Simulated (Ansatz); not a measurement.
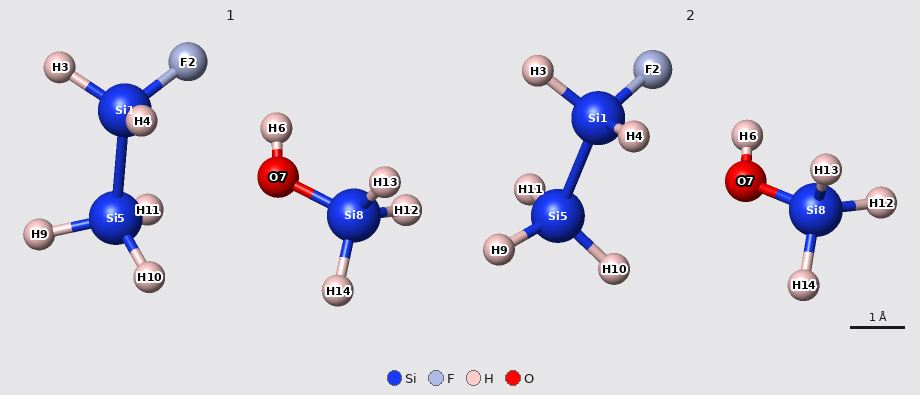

Two geometries of Si3H9OF, drawn at one scale. One is the start of a relaxation, the other its converged end. The picture is a ball-and-stick view, seen at a tilt.

Theory: RHF/def2-SVP in Ansatz 0.2.0. Set-up: no spin polarisation; force threshold 0.03 eV/Å; at most 50 steps.

### Which of the two is the end point?

Structure 1 is the relaxed one. The run prepares an end point of a later path (reaction) calculation, from a guessed geometry. After 31 geometry steps the energy has fallen by 6.77 kJ/mol. The largest force component goes from 0.62 to 0.017 eV/Å. The forces were under the threshold at step 6, but the run went on from there. H11 moves most after the best rigid fit: 1.52 Å. By element the largest moves are H 1.52 Å, F 0.44 Å, Si 0.38 Å, O 0.20 Å. Some distances before and after: Si1–F2 1.656 → 1.634 Å, H6–O7 0.955 → 0.947 Å. Among the angles between lasting bonds that change: H3–Si1–Si5 109.5° → 111.8°. Groups turn about Si1–Si5 by about 30°.
